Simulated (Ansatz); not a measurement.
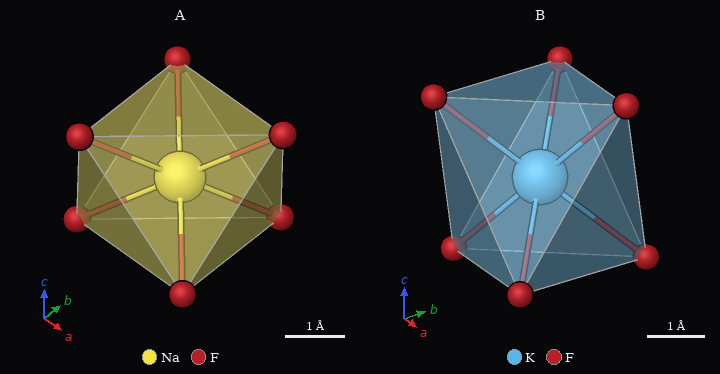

Coordination polyhedra in KNaF2 (R-3m). The shape measure S (0 to 100) is the computed least-squares distance from an ideal polyhedron; S = 0 means ideal. Source: the geometry relaxed with DFT, r2SCAN, plane waves, PAW (Ansatz); the starting structure was generated, so it need not be a known form of this composition.

Name each polyhedron.

Answer. A. NaF6: a slightly distorted octahedron (coordination number 6, S = 0.30; next best trigonal prism, S = 16.5); mean bond 2.37 Å.
B. KF6: a slightly distorted octahedron (coordination number 6, S = 0.51; next best trigonal prism, S = 15.1); mean bond 2.60 Å.
